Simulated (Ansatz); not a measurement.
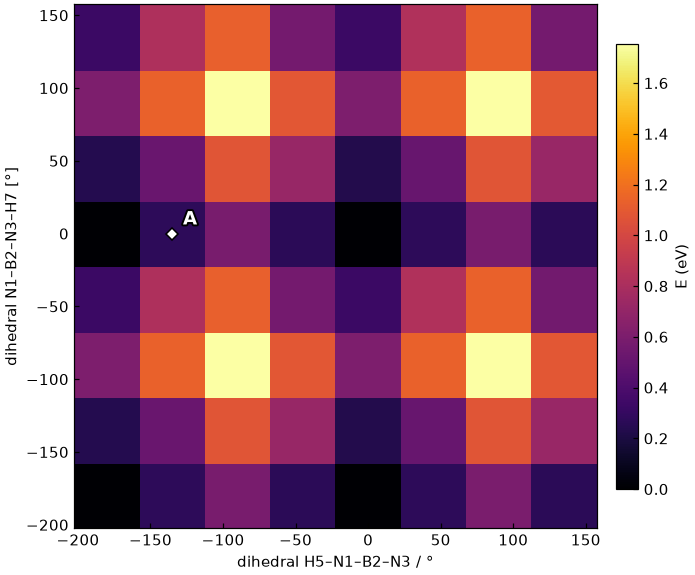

BH5N2S, SMILES NB(N)S. First axis: dihedral H5–N1–B2–N3. Second axis: dihedral N1–B2–N3–H7. Nothing is relaxed (all other coordinates rigid). The grid has 8 × 8 points. Points are written as (first, second). Energies are in eV, from the lowest grid point. Energies and slopes of some neighbouring points disagree (a jump in structure or state, or too coarse a mesh). The calculation used RKS r2SCAN-D4/def2-TZVP (Ansatz 0.2.0).

In the figure: one coloured cell a grid point, the point A.

> Which way does the force act at A, and how strong is it?

A, at (−135°, 0°), is not a stationary point. The computed force is 0.01 eV for each degree towards smaller values of dihedral H5–N1–B2–N3 and 0.0048 eV for each degree towards larger values of dihedral N1–B2–N3–H7.
